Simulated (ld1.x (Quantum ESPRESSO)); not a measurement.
**Pseudopotential generation for Yb (part 1 of 2)**

Ytterbium (Yb, Z = 70), core [Xe], reference valence 4f13 5d1 6s2 6p0, valence charge 16. Computed at this level: TM potential, PBE, scalar-relativistic, made with ld1.x (Quantum ESPRESSO) 7.5.

### Output
```
     Program LD1 v.7.5
     --------------------------- All-electron run ----------------------------

     Yb
     scalar relativistic calculation

     atomic number is 70.00
     dft =PBE   lsd =0 sic =0 latt =0  beta=0.20 tr2=1.0E-14
     Exchange-correlation= PBE
                           (   1   4   3   4   0   0   0)
     mesh =1269 r(mesh) =  99.63413 a.u. xmin = -7.00 dx = 0.01250
     1 Ry =  13.60569312 eV, c = 137.03599908

     n l     nl                  e(Ry)          e(Ha)          e(eV)
     1 0     1S 1( 2.00)     -4501.9898     -2250.9949    -61252.6914
     2 0     2S 1( 2.00)      -763.1952      -381.5976    -10383.7998
     2 1     2P 1( 6.00)      -672.6237      -336.3119     -9151.5122
     3 0     3S 1( 2.00)      -172.4929       -86.2465     -2346.8857
     3 1     3P 1( 6.00)      -145.1964       -72.5982     -1975.4973
     4 0     4S 1( 2.00)       -34.3928       -17.1964      -467.9373
     4 1     4P 1( 6.00)       -25.4259       -12.7129      -345.9365
     3 2     3D 1(10.00)      -111.9848       -55.9924     -1523.6313
     5 0     5S 1( 2.00)        -4.3614        -2.1807       -59.3402
     5 1     5P 1( 6.00)        -2.2800        -1.1400       -31.0206
     4 2     4D 1(10.00)       -13.6277        -6.8139      -185.4145
     4 3     4F 1(13.00)        -0.7065        -0.3532        -9.6122
     5 2     5D 1( 1.00)        -0.1367        -0.0684        -1.8602
     6 0     6S 1( 2.00)        -0.3362        -0.1681        -4.5737
     6 1     6P 1( 0.00)        -0.0985        -0.0492        -1.3399

     final scf error:  5.9E-15 reached in  43 iterations

     Etot =  -28119.247771 Ry,  -14059.623885 Ha, -382581.856019 eV

     Ekin =   30648.239932 Ry,   15324.119966 Ha,  416990.547281 eV
     Encl =  -69189.898667 Ry,  -34594.949334 Ha, -941376.528475 eV
     Eh   =   11007.171217 Ry,    5503.585609 Ha,  149760.193735 eV
     Exc  =    -584.760254 Ry,    -292.380127 Ha,   -7956.068561 eV

     normalization and overlap integrals

     s(1S/1S) =  1.000000  <r> =   0.0197  <r2> =    0.0005  r(max) =   0.0123
     s(2S/2S) =  1.000000  <r> =   0.0833  <r2> =    0.0082  r(max) =   0.0708
     s(2P/2P) =  1.000000  <r> =   0.0741  <r2> =    0.0067  r(max) =   0.0572
     s(3S/3S) =  1.000000  <r> =   0.2167  <r2> =    0.0537  r(max) =   0.1997
     s(3P/3P) =  1.000000  <r> =   0.2162  <r2> =    0.0542  r(max) =   0.1972
     s(4S/4S) =  1.000000  <r> =   0.4875  <r2> =    0.2683  r(max) =   0.4557
     s(4P/4P) =  1.000000  <r> =   0.5176  <r2> =    0.3049  r(max) =   0.4790
     s(3D/3D) =  1.000000  <r> =   0.1961  <r2> =    0.0451  r(max) =   0.1595
     s(5S/5S) =  1.000000  <r> =   1.1919  <r2> =    1.6003  r(max) =   1.0661
     s(5P/5P) =  1.000000  <r> =   1.4158  <r2> =    2.2849  r(max) =   1.2232
     s(4D/4D) =  1.000000  <r> =   0.5585  <r2> =    0.3621  r(max) =   0.4912
     s(4F/4F) =  1.000000  <r> =   0.7408  <r2> =    0.7312  r(max) =   0.4790
     s(5D/5D) =  1.000000  <r> =   2.9074  <r2> =   10.8278  r(max) =   1.8478
     s(6S/6S) =  1.000000  <r> =   3.6914  <r2> =   15.5520  r(max) =   3.1237
     s(6P/6P) =  1.000000  <r> =   5.4270  <r2> =   34.2814  r(max) =   4.3232

     ------------------------ End of All-electron run ------------------------

     --------------------- Generating NC pseudopotential ---------------------

      Generating local potential from pseudized AE potential:
      Matching radius rcloc =   3.8500
      Enforcing V''(0)=0 (lloc=-2)

      Local pseudo, rcloc= 3.863 Estimated cut-off energy=     1.94 Ry

      Computing core charge for nlcc:

       r > 0.62 : true rho core
      Core charge pseudized with two Bessel functions
      Integrated core pseudo-charge :  35.72

      Wfc   6S  rcut= 2.655  Using Troullier-Martins method

      Wfc   6P  rcut= 4.164  Using Troullier-Martins method

      Wfc   5D  rcut= 1.967  Using Troullier-Martins method

      Wfc   4F  rcut= 1.002  Using Troullier-Martins method

     ------------------- End of pseudopotential generation -------------------

     --------------------------- All-electron run ----------------------------

     Yb
     scalar relativistic calculation

     atomic number is 70.00
     dft =PBE   lsd =0 sic =0 latt =0  beta=0.20 tr2=1.0E-14
     Exchange-correlation= PBE
                           (   1   4   3   4   0   0   0)
     mesh =1269 r(mesh) =  99.63413 a.u. xmin = -7.00 dx = 0.01250
     1 Ry =  13.60569312 eV, c = 137.03599908

     n l     nl                  e(Ry)          e(Ha)          e(eV)
     1 0     1S 1( 2.00)     -4501.9898     -2250.9949    -61252.6914
     2 0     2S 1( 2.00)      -763.1952      -381.5976    -10383.7998
     2 1     2P 1( 6.00)      -672.6237      -336.3119     -9151.5122
     3 0     3S 1( 2.00)      -172.4929       -86.2465     -2346.8857
     3 1     3P 1( 6.00)      -145.1964       -72.5982     -1975.4973
     4 0     4S 1( 2.00)       -34.3928       -17.1964      -467.9373
     4 1     4P 1( 6.00)       -25.4259       -12.7129      -345.9365
     3 2     3D 1(10.00)      -111.9848       -55.9924     -1523.6313
     5 0     5S 1( 2.00)        -4.3614        -2.1807       -59.3402
     5 1     5P 1( 6.00)        -2.2800        -1.1400       -31.0206
     4 2     4D 1(10.00)       -13.6277        -6.8139      -185.4145
     4 3     4F 1(13.00)        -0.7065        -0.3532        -9.6122
     5 2     5D 1( 1.00)        -0.1367        -0.0684        -1.8602
     6 0     6S 1( 2.00)        -0.3362        -0.1681        -4.5737
     6 1     6P 1( 0.00)        -0.0985        -0.0492        -1.3399

     final scf error:  5.9E-15 reached in  43 iterations

     Etot =  -28119.247771 Ry,  -14059.623885 Ha, -382581.856019 eV

     Ekin =   30648.239932 Ry,   15324.119966 Ha,  416990.547281 eV
     Encl =  -69189.898667 Ry,  -34594.949334 Ha, -941376.528475 eV
     Eh   =   11007.171217 Ry,    5503.585609 Ha,  149760.193735 eV
     Exc  =    -584.760254 Ry,    -292.380127 Ha,   -7956.068561 eV

     normalization and overlap integrals

     s(1S/1S) =  1.000000  <r> =   0.0197  <r2> =    0.0005  r(max) =   0.0123
     s(2S/2S) =  1.000000  <r> =   0.0833  <r2> =    0.0082  r(max) =   0.0708
     s(2P/2P) =  1.000000  <r> =   0.0741  <r2> =    0.0067  r(max) =   0.0572
     s(3S/3S) =  1.000000  <r> =   0.2167  <r2> =    0.0537  r(max) =   0.1997
     s(3P/3P) =  1.000000  <r> =   0.2162  <r2> =    0.0542  r(max) =   0.1972
     s(4S/4S) =  1.000000  <r> =   0.4875  <r2> =    0.2683  r(max) =   0.4557
     s(4P/4P) =  1.000000  <r> =   0.5176  <r2> =    0.3049  r(max) =   0.4790
     s(3D/3D) =  1.000000  <r> =   0.1961  <r2> =    0.0451  r(max) =   0.1595
     s(5S/5S) =  1.000000  <r> =   1.1919  <r2> =    1.6003  r(max) =   1.0661
     s(5P/5P) =  1.000000  <r> =   1.4158  <r2> =    2.2849  r(max) =   1.2232
     s(4D/4D) =  1.000000  <r> =   0.5585  <r2> =    0.3621  r(max) =   0.4912
     s(4F/4F) =  1.000000  <r> =   0.7408  <r2> =    0.7312  r(max) =   0.4790
     s(5D/5D) =  1.000000  <r> =   2.9074  <r2> =   10.8278  r(max) =   1.8478
     s(6S/6S) =  1.000000  <r> =   3.6914  <r2> =   15.5520  r(max) =   3.1237
     s(6P/6P) =  1.000000  <r> =   5.4270  <r2> =   34.2814  r(max) =   4.3232

     ------------------------ End of All-electron run ------------------------

     Computing logarithmic derivative in   4.57348
     Computing logarithmic derivative in   4.57348
     Computing the partial wave expansion
     R is outside the sphere for l=    0 j= 0.00
     R is outside the sphere for l=    1 j= 0.00
     R is outside the sphere for l=    2 j= 0.00
     R is outside the sphere for l=    3 j= 0.00

     ---------------------- Testing the pseudopotential ----------------------

     Yb
     scalar relativistic calculation

     atomic number is 70.00   valence charge is 16.00
     dft =PBE   lsd =0 sic =0 latt =0  beta=0.20 tr2=1.0E-14
     mesh =1269 r(mesh) =  99.63413 xmin = -7.00 dx = 0.01250

     n l     nl             e AE (Ry)        e PS (Ry)    De AE-PS (Ry)
     4 3     4F   1(13.00)       -0.70649       -0.70646       -0.00003
     3 2     5D   1( 1.00)       -0.13672       -0.13671       -0.00001
     1 0     6S   1( 2.00)       -0.33616       -0.33615       -0.00001
     2 1     6P   1( 0.00)       -0.09848       -0.09848       -0.00000

     eps = 2.7E-15  iter = 28

     Etot =  -28119.247771 Ry,  -14059.623885 Ha, -382581.856019 eV
     Etotps =  -376.636481 Ry,    -188.318241 Ha,   -5124.400384 eV

     Ekin =     562.463585 Ry,     281.231792 Ha,    7652.706926 eV
     Encl =    -432.332177 Ry,    -216.166089 Ha,   -5882.178930 eV
     Ehrt =     236.513433 Ry,     118.256717 Ha,    3217.929190 eV
     Ecxc =    -186.829438 Ry,     -93.414719 Ha,   -2541.943994 eV
     (Ecc =    -133.493201 Ry,     -66.746601 Ha,   -1816.267529 eV)
     Epseu=    -556.451884 Ry,    -278.225942 Ha,   -7570.913576 eV

     ---------------------- End of pseudopotential test ----------------------
```

### Output of the test run (extracts)
```
     ---------------------- Testing the pseudopotential ----------------------

     Yb
     scalar relativistic calculation

     atomic number is 70.00   valence charge is 16.00
     dft =PBE   lsd =0 sic =0 latt =0  beta=0.20 tr2=1.0E-14
     mesh =1269 r(mesh) =  99.63413 xmin = -7.00 dx = 0.01250

     n l     nl             e AE (Ry)        e PS (Ry)    De AE-PS (Ry)
     4 3     4F   1(13.00)       -0.70649       -0.70646       -0.00003
     3 2     5D   1( 1.00)       -0.13672       -0.13671       -0.00001
     1 0     6S   1( 2.00)       -0.33616       -0.33615       -0.00001
     2 1     6P   1( 0.00)       -0.09848       -0.09848       -0.00000

     eps = 8.8E-15  iter =  8

     Etot =  -28119.247771 Ry,  -14059.623885 Ha, -382581.856019 eV
     Etotps =  -376.636484 Ry,    -188.318242 Ha,   -5124.400421 eV

     Ekin =     562.463581 Ry,     281.231790 Ha,    7652.706874 eV
     Encl =    -432.332179 Ry,    -216.166089 Ha,   -5882.178951 eV
     Ehrt =     236.513435 Ry,     118.256717 Ha,    3217.929211 eV
     Ecxc =    -186.829438 Ry,     -93.414719 Ha,   -2541.943995 eV
     (Ecc =    -133.493201 Ry,     -66.746601 Ha,   -1816.267529 eV)
     Epseu=    -556.451883 Ry,    -278.225942 Ha,   -7570.913560 eV

     ---------------------- End of pseudopotential test ----------------------

     ---------------------- Testing the pseudopotential ----------------------

     Yb
     scalar relativistic calculation

     atomic number is 70.00   valence charge is 16.00
     dft =PBE   lsd =0 sic =0 latt =0  beta=0.20 tr2=1.0E-14
     mesh =1269 r(mesh) =  99.63413 xmin = -7.00 dx = 0.01250

     n l     nl             e AE (Ry)        e PS (Ry)    De AE-PS (Ry)
     4 3     4F   1(14.00)       -0.22136       -0.01992       -0.20144  !
     3 2     5D   1( 0.00)       -0.04894       -0.04894        0.00000
     1 0     6S   1( 2.00)       -0.28800       -0.08598       -0.20202  !
     2 1     6P   1( 0.00)       -0.08127       -0.08127        0.00000

     eps = 3.4E-26  iter =  7

     Etot =  -28119.618122 Ry,  -14059.809061 Ha, -382586.894904 eV
     Etotps =  -133.944078 Ry,     -66.972039 Ha,   -1822.402023 eV
     dEtot_ae =      -0.370351 Ry
     dEtot_ps =     242.692406 Ry,   Delta E=    -243.062757 Ry

     Ekin =      -0.450877 Ry,      -0.225439 Ha,      -6.134494 eV
     Encl =       0.000000 Ry,       0.000000 Ha,       0.000000 eV
     Ehrt =       0.000000 Ry,       0.000000 Ha,       0.000000 eV
     Ecxc =    -133.493201 Ry,     -66.746601 Ha,   -1816.267529 eV
     (Ecc =    -133.493201 Ry,     -66.746601 Ha,   -1816.267529 eV)

     ---------------------- End of pseudopotential test ----------------------

     ---------------------- Testing the pseudopotential ----------------------

     Yb
     scalar relativistic calculation

     atomic number is 70.00   valence charge is 16.00
     dft =PBE   lsd =0 sic =0 latt =0  beta=0.20 tr2=1.0E-14
     mesh =1269 r(mesh) =  99.63413 xmin = -7.00 dx = 0.01250

     n l     nl             e AE (Ry)        e PS (Ry)    De AE-PS (Ry)
     4 3     4F   1(14.00)       -0.71593       -0.50654       -0.20939  !
     3 2     5D   1( 0.00)       -0.47471       -0.46311       -0.01159  !
     1 0     6S   1( 1.00)       -0.68165       -0.69062        0.00896  !
     2 1     6P   1( 0.00)       -0.40642       -0.41615        0.00973  !

     eps = 2.3E-15  iter = 25

     Etot =  -28119.138079 Ry,  -14059.569039 Ha, -382580.363581 eV
     Etotps =  -376.409428 Ry,    -188.204714 Ha,   -5121.311168 eV
     dEtot_ae =       0.109692 Ry
     dEtot_ps =       0.227056 Ry,   Delta E=      -0.117364 Ry

     Ekin =     579.525237 Ry,     289.762619 Ha,    7884.842536 eV
     Encl =    -432.526630 Ry,    -216.263315 Ha,   -5884.824595 eV
     Ehrt =     238.552348 Ry,     119.276174 Ha,    3245.670037 eV
     Ecxc =    -188.037405 Ry,     -94.018703 Ha,   -2558.379234 eV
     (Ecc =    -133.493201 Ry,     -66.746601 Ha,   -1816.267529 eV)
     Epseu=    -573.922978 Ry,    -286.961489 Ha,   -7808.619911 eV

     ---------------------- End of pseudopotential test ----------------------

     ---------------------- Testing the pseudopotential ----------------------

     Yb
     scalar relativistic calculation

     atomic number is 70.00   valence charge is 16.00
     dft =PBE   lsd =0 sic =0 latt =0  beta=0.20 tr2=1.0E-14
     mesh =1269 r(mesh) =  99.63413 xmin = -7.00 dx = 0.01250

     n l     nl             e AE (Ry)        e PS (Ry)    De AE-PS (Ry)
     4 3     4F   1(14.00)       -1.29606       -1.06809       -0.22798  !
     3 2     5D   1( 0.00)       -0.98342       -0.96925       -0.01417  !
     1 0     6S   1( 0.00)       -1.12126       -1.13460        0.01334  !
     2 1     6P   1( 0.00)       -0.76823       -0.78856        0.02033  !

     eps = 9.5E-15  iter = 18

     Etot =  -28118.238053 Ry,  -14059.119027 Ha, -382568.118113 eV
     Etotps =  -375.499608 Ry,    -187.749804 Ha,   -5108.932433 eV
     dEtot_ae =       1.009717 Ry
     dEtot_ps =       1.136876 Ry,   Delta E=      -0.127159 Ry

     Ekin =     580.608355 Ry,     290.304178 Ha,    7899.579104 eV
     Encl =    -423.456088 Ry,    -211.728044 Ha,   -5761.413578 eV
     Ehrt =     230.425347 Ry,     115.212673 Ha,    3135.096556 eV
     Ecxc =    -187.788414 Ry,     -93.894207 Ha,   -2554.991539 eV
     (Ecc =    -133.493201 Ry,     -66.746601 Ha,   -1816.267529 eV)
     Epseu=    -575.288808 Ry,    -287.644404 Ha,   -7827.202975 eV

     ---------------------- End of pseudopotential test ----------------------

     ---------------------- Testing the pseudopotential ----------------------

     Yb
     scalar relativistic calculation

     atomic number is 70.00   valence charge is 16.00
     dft =PBE   lsd =0 sic =0 latt =0  beta=0.20 tr2=1.0E-14
     mesh =1269 r(mesh) =  99.63413 xmin = -7.00 dx = 0.01250

     n l     nl             e AE (Ry)        e PS (Ry)    De AE-PS (Ry)
     4 3     4F   1(13.00)       -1.19601       -1.19129       -0.00472
     3 2     5D   1( 1.00)       -0.58465       -0.58558        0.00093
     1 0     6S   1( 1.00)       -0.74020       -0.74161        0.00141
     2 1     6P   1( 0.00)       -0.43926       -0.44041        0.00116

     eps = 3.9E-15  iter = 14

     Etot =  -28118.714521 Ry,  -14059.357261 Ha, -382574.600788 eV
     Etotps =  -376.102466 Ry,    -188.051233 Ha,   -5117.134737 eV
     dEtot_ae =       0.533250 Ry
     dEtot_ps =       0.534018 Ry,   Delta E=      -0.000768 Ry

     Ekin =     562.645754 Ry,     281.322877 Ha,    7655.185460 eV
     Encl =    -424.536503 Ry,    -212.268251 Ha,   -5776.113373 eV
     Ehrt =     229.065518 Ry,     114.532759 Ha,    3116.595143 eV
     Ecxc =    -186.534924 Ry,     -93.267462 Ha,   -2537.936935 eV
     (Ecc =    -133.493201 Ry,     -66.746601 Ha,   -1816.267529 eV)
     Epseu=    -556.742311 Ry,    -278.371156 Ha,   -7574.865033 eV

     ---------------------- End of pseudopotential test ----------------------

     ---------------------- Testing the pseudopotential ----------------------

     Yb
     scalar relativistic calculation

     atomic number is 70.00   valence charge is 16.00
     dft =PBE   lsd =0 sic =0 latt =0  beta=0.20 tr2=1.0E-14
     mesh =1269 r(mesh) =  99.63413 xmin = -7.00 dx = 0.01250

     n l     nl             e AE (Ry)        e PS (Ry)    De AE-PS (Ry)
     4 3     4F   1(14.00)       -0.21011       -0.01891       -0.19120  !
     3 2     5D   1( 0.50)       -0.04912       -0.00869       -0.04043  !
     1 0     6S   1( 1.50)       -0.28889       -0.08604       -0.20285  !
     2 1     6P   1( 0.00)       -0.08650       -0.08650        0.00000

     eps = 3.1E-28  iter =  7

     Etot =  -28119.498494 Ry,  -14059.749247 Ha, -382585.267282 eV
     Etotps =  -133.891347 Ry,     -66.945673 Ha,   -1821.684575 eV
     dEtot_ae =      -0.250723 Ry
     dEtot_ps =     242.745137 Ry,   Delta E=    -242.995861 Ry

     Ekin =      -0.398146 Ry,      -0.199073 Ha,      -5.417046 eV
     Encl =       0.000000 Ry,       0.000000 Ha,       0.000000 eV
     Ehrt =       0.000000 Ry,       0.000000 Ha,       0.000000 eV
     Ecxc =    -133.493201 Ry,     -66.746601 Ha,   -1816.267529 eV
     (Ecc =    -133.493201 Ry,     -66.746601 Ha,   -1816.267529 eV)

     ---------------------- End of pseudopotential test ----------------------

     ---------------------- Testing the pseudopotential ----------------------

     Yb
     scalar relativistic calculation

     atomic number is 70.00   valence charge is 16.00
     dft =PBE   lsd =0 sic =0 latt =0  beta=0.20 tr2=1.0E-14
     mesh =1269 r(mesh) =  99.63413 xmin = -7.00 dx = 0.01250

     n l     nl             e AE (Ry)        e PS (Ry)    De AE-PS (Ry)
     4 3     4F   1(14.00)       -0.44305       -0.23580       -0.20724  !
     3 2     5D   1( 0.00)       -0.19968       -0.18634       -0.01335  !
     1 0     6S   1( 0.00)       -0.40886       -0.41303        0.00417
     2 1     6P   1( 2.00)       -0.17232       -0.17497        0.00265

     eps = 9.2E-15  iter = 19

     Etot =  -28119.174089 Ry,  -14059.587045 Ha, -382580.853531 eV
     Etotps =  -376.450506 Ry,    -188.225253 Ha,   -5121.870055 eV
     dEtot_ae =       0.073682 Ry
     dEtot_ps =       0.185979 Ry,   Delta E=      -0.112297 Ry

     Ekin =     580.116706 Ry,     290.058353 Ha,    7892.889876 eV
     Encl =    -436.896154 Ry,    -218.448077 Ha,   -5944.275003 eV
     Ehrt =     242.786006 Ry,     121.393003 Ha,    3303.271896 eV
     Ecxc =    -188.179428 Ry,     -94.089714 Ha,   -2560.311546 eV
     (Ecc =    -133.493201 Ry,     -66.746601 Ha,   -1816.267529 eV)
     Epseu=    -574.277636 Ry,    -287.138818 Ha,   -7813.445277 eV

     ---------------------- End of pseudopotential test ----------------------

     ---------------------- Testing the pseudopotential ----------------------

     Yb
     scalar relativistic calculation

     atomic number is 70.00   valence charge is 16.00
     dft =PBE   lsd =0 sic =0 latt =0  beta=0.20 tr2=1.0E-14
     mesh =1269 r(mesh) =  99.63413 xmin = -7.00 dx = 0.01250

     n l     nl             e AE (Ry)        e PS (Ry)    De AE-PS (Ry)
     4 3     4F   1(14.00)       -0.33766       -0.14007       -0.19760  !
     3 2     5D   1( 0.00)       -0.12793       -0.11750       -0.01043  !
     1 0     6S   1( 1.00)       -0.35422       -0.35969        0.00548  !
     2 1     6P   1( 1.00)       -0.13168       -0.13543        0.00375

     eps = 4.2E-15  iter = 35

     Etot =  -28119.403492 Ry,  -14059.701746 Ha, -382583.974716 eV
     Etotps =  -376.681651 Ry,    -188.340826 Ha,   -5125.014953 eV
     dEtot_ae =      -0.155721 Ry
     dEtot_ps =      -0.045167 Ry,   Delta E=      -0.110554 Ry

     Ekin =     579.339211 Ry,     289.669605 Ha,    7882.311514 eV
     Encl =    -438.467144 Ry,    -219.233572 Ha,   -5965.649411 eV
     Ehrt =     244.213317 Ry,     122.106659 Ha,    3322.691449 eV
     Ecxc =    -188.213037 Ry,     -94.106518 Ha,   -2560.768821 eV
     (Ecc =    -133.493201 Ry,     -66.746601 Ha,   -1816.267529 eV)
     Epseu=    -573.553998 Ry,    -286.776999 Ha,   -7803.599684 eV

     ---------------------- End of pseudopotential test ----------------------
```

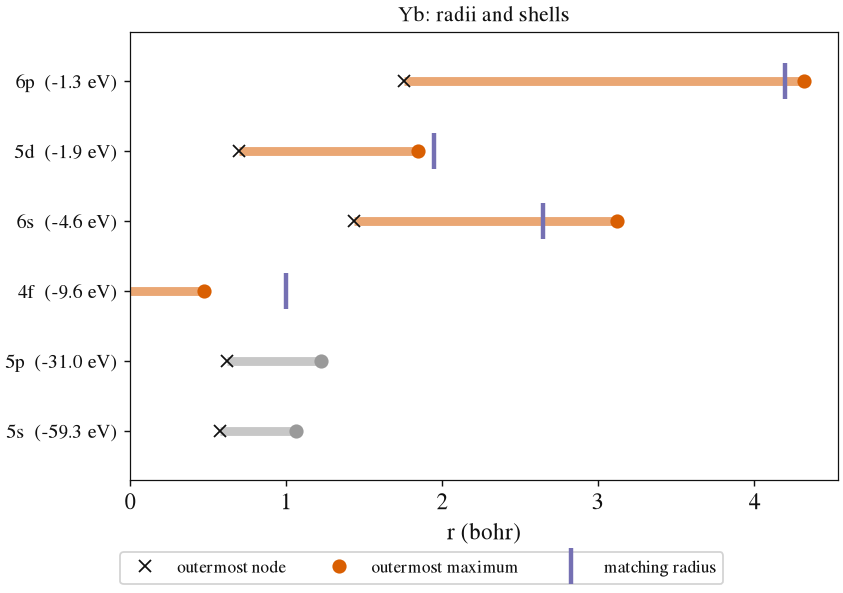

Fig. 1: Outer shells of the all-electron reference atom: each bar runs from the outermost node (or the nucleus) to the outermost maximum of u(r); the tick is the radius chosen for the pseudo-wave. Shells without a tick have no pseudo-wave of their own. Levels, nodes and maxima are from ld1.x, scalar-relativistic.

- Radii against the shells: 4f: 1.00 bohr, outside the maximum; 6s: 2.65 bohr, between node and maximum; 5d: 1.95 bohr, outside the maximum; 6p: 4.20 bohr, between node and maximum.

(Continued in part 2.) Outcome of the run: generated.
